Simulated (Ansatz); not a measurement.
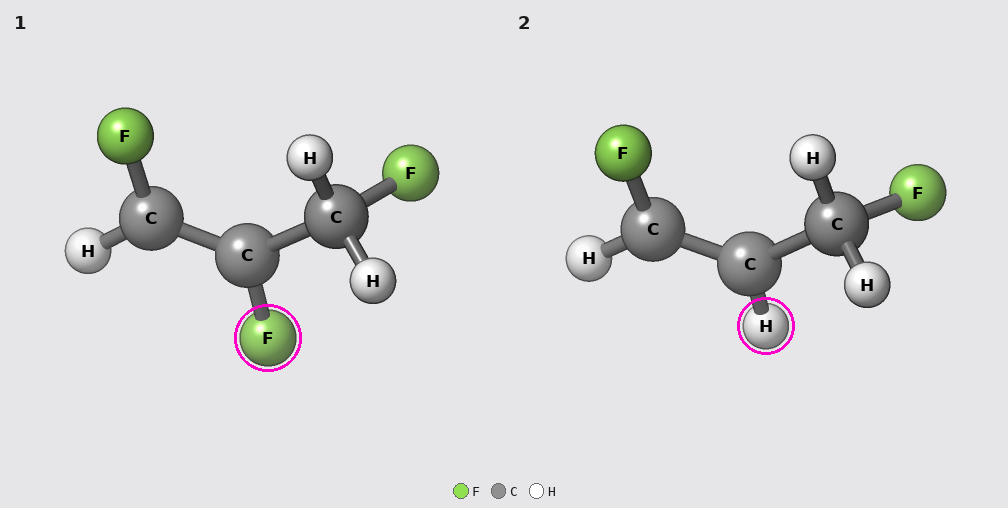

2 molecules with one skeleton, seen from the same side and at one scale; the atom that differs is circled. Charge 0, singlet. Computed geometries: PBE0-D4/def2-TZVP optimisations, one conformation each. Properties computed with Ansatz 0.2.0.

One atom differs, called X below: F in panel 1, H in panel 2. Their formulas are C3H3F3 (`F/C=C(/F)CF`), C3H4F2 (`F/C=C\CF`).

> In which is the dipole moment larger (B3LYP-D4/def2-TZVPP)?

In panel 2 (X = H).

> In which is the length of X–C larger (PBE0-D4/def2-TZVP)?

In panel 1 (X = F).

Give the values. With PBE0-D4/def2-TZVP: length of X–C (Å), mean angle X–C–C (°). With B3LYP-D4/def2-TZVPP: dipole moment (D), HOMO energy (Kohn–Sham orbital) (eV), HOMO–LUMO gap (eV).

| quantity | 1 (F) | 2 (H) | 2 − 1 |
| --- | --- | --- | --- |
| length of X–C (Å) | 1.340 | 1.084 | −0.256 |
| mean angle X–C–C (°) | 116.5 | 117.6 | +1.1 |
| dipole moment (D) | 1.77 | 1.90 | +0.13 |
| HOMO energy (Kohn–Sham orbital) (eV) | −7.56 | −7.67 | −0.11 |
| HOMO–LUMO gap (eV) | 6.91 | 7.26 | +0.35 |
